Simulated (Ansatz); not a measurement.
Starting cell, MoS2 (space group R3m):

```
MoS2
1.0
    3.12630     1.80497    11.98194
    0.00000     1.80497    11.98194
    0.00000    -1.80497     5.99097
Mo S
2 4
Cartesian
  3.12630   1.80497  29.95051
  1.56315   0.90249  23.95954
  3.12630   1.80497  19.52129
  1.56315   0.90249  13.53032
  0.00000   0.00000   4.43531
  1.56315   0.90249  10.42628
```

The atoms are displaced by Q × the pattern below (from a DFPT mode at F = (0.5, 0.5, 0.0), largest move 1; Q in Å), at fixed cell. (q is in reciprocal vectors of the primitive cell; the cell shown is doubled to hold the pattern.)

```csv
atom,x,y,z
Mo1,0.700,0.000,0.000
Mo2,-0.700,0.000,0.000
S3,0.992,0.000,0.000
S4,-0.992,0.000,0.000
S5,1.000,0.000,0.000
S6,-1.000,0.000,0.000
```

Level of theory: LDA (plane waves to 420 eV, PAW, scalar-relativistic; Ansatz, a first-principles code). k mesh 12×12×12 (Γ-centred), Fermi-Dirac smearing 0.05 eV. E stands for the smeared free energy. MoS2 is run without spin polarisation. MoS2 was relaxed with its symmetry unable to fall. This is one of several known forms of MoS2; the measured ambient cells at hand have space group No. 194. ΔE is measured from the undisplaced structure.

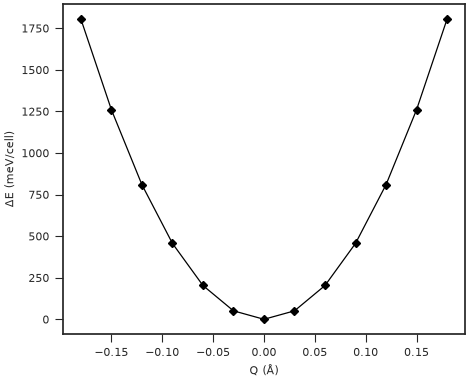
*ΔE (meV/cell) against Q (Å); one marker a computed point.*

Question: What is the energy change at Q = 0.180 Å?

Answer: About 1800 meV/cell.

Question: What harmonic wavenumber does the curvature at Q = 0 give?

Answer: About 370 cm⁻¹.

(A displaced cell: forces are minus the slopes of the energy, force constants its curvatures, and phonons follow from these.)
